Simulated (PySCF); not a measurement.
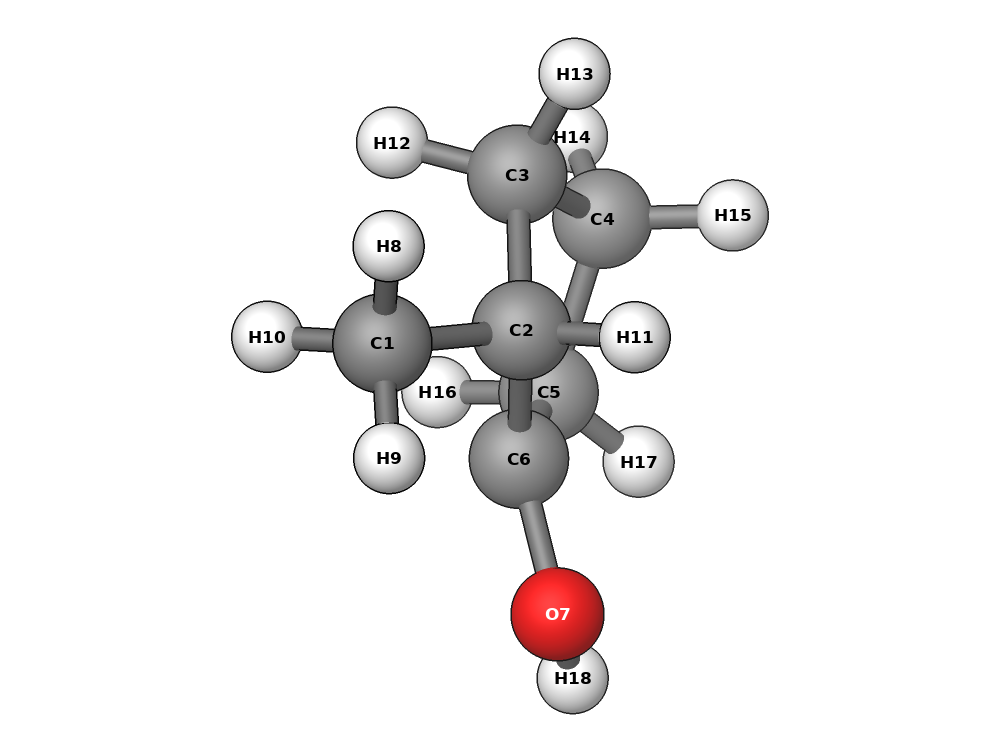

Charge 0, doublet. The computed structure is the end point of a GFN2-xTB optimisation. No frequency run is at hand to confirm it as a minimum. Level of theory: UKS B3LYP, pcH-1 on C H O, non-relativistic (PySCF 2.14.0).

Give the isotropic hyperfine couplings (Fermi-contact term alone) of C1, C2, C3, C4, C5, C6, O7, H8, H9, H10, H11, H12, H13, H14, H15, H16, H17, H18.

```json
{"atom": "C1", "isotope": "13C", "a_iso (MHz)": "50.2"}
{"atom": "C2", "isotope": "13C", "a_iso (MHz)": "−13.5"}
{"atom": "C3", "isotope": "13C", "a_iso (MHz)": "−0.5"}
{"atom": "C4", "isotope": "13C", "a_iso (MHz)": "16.0"}
{"atom": "C5", "isotope": "13C", "a_iso (MHz)": "−17.6"}
{"atom": "C6", "isotope": "13C", "a_iso (MHz)": "146.4"}
{"atom": "O7", "isotope": "17O", "a_iso (MHz)": "−23.0"}
{"atom": "H8", "isotope": "1H", "a_iso (MHz)": "3.7"}
{"atom": "H9", "isotope": "1H", "a_iso (MHz)": "−2.1"}
{"atom": "H10", "isotope": "1H", "a_iso (MHz)": "−2.4"}
{"atom": "H11", "isotope": "1H", "a_iso (MHz)": "86.0"}
{"atom": "H12", "isotope": "1H", "a_iso (MHz)": "−0.4"}
{"atom": "H13", "isotope": "1H", "a_iso (MHz)": "−2.5"}
{"atom": "H14", "isotope": "1H", "a_iso (MHz)": "3.6"}
{"atom": "H15", "isotope": "1H", "a_iso (MHz)": "−2.4"}
{"atom": "H16", "isotope": "1H", "a_iso (MHz)": "111.4"}
{"atom": "H17", "isotope": "1H", "a_iso (MHz)": "44.3"}
{"atom": "H18", "isotope": "1H", "a_iso (MHz)": "−10.4"}
```
